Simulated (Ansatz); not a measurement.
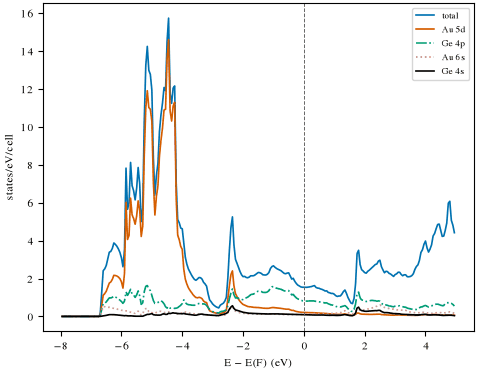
Total and projected density of states of SrGe2Au2 in space group I4/mmm (No. 139; Sr on 2a, Ge on 4e, Au on 4d), PBEsol (plane waves, PAW; program Ansatz)

Q: Which orbitals carry the states next to the Fermi level?

A: Within 0.5 eV of the Fermi level: Ge 4p 55 %, Au 5d 14 %, Au 6s 7 %, Ge 4s 5 %, outside the projected shells 17 %. Projections are on Löwdin-orthogonalised atomic valence shells; empty p or d shells of many metals are not among them.

Q: Where is the tallest occupied peak in this window, and what makes it?

A: Near -4.4 eV, about 16 states/eV per cell; the largest projected share is Au 5d.

The workflow started from an entry of the Crystallography Open Database (COD). Whether it is the stable phase at ambient conditions was not checked. Symmetry was held in the PBEsol relaxation; whether a distortion lowers the energy is not shown. Spin–orbit coupling is left out wherever it is not named.

Potentials: the later of the program's two PAW sets.
